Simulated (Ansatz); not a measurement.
The figure comes from a scan of MgS (rock salt): one Mg atom of a 2-atom cell moves by s towards the nearest neighbour, with its periodic images. The numbers are results of r2SCAN (plane waves to 500 eV, PAW, scalar-relativistic; Ansatz, an electronic-structure program), not measurements. k mesh 9×9×9 (Γ-centred), Fermi-Dirac smearing 0.05 eV. The energy includes the smearing's −TS. MgS was relaxed with its symmetry unable to fall. ΔE is measured from the undisplaced structure.

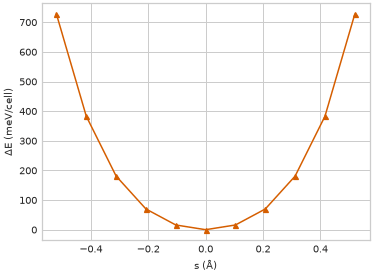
Fig. 1. ΔE (meV/cell) against s (Å); computed points joined by lines.

Question: List the plotted points as numbers.

Answer: To the nearest 10:

```tsv
s (Å)	ΔE (meV/cell)
-0.520	730
-0.416	380
-0.312	180
-0.208	70
-0.104	20
0.000	0
0.104	20
0.208	70
0.312	180
0.416	380
0.520	730
```

(For displaced atoms, the force is minus the slope of the energy, and its curvature is a force constant, which sets phonon frequencies.)
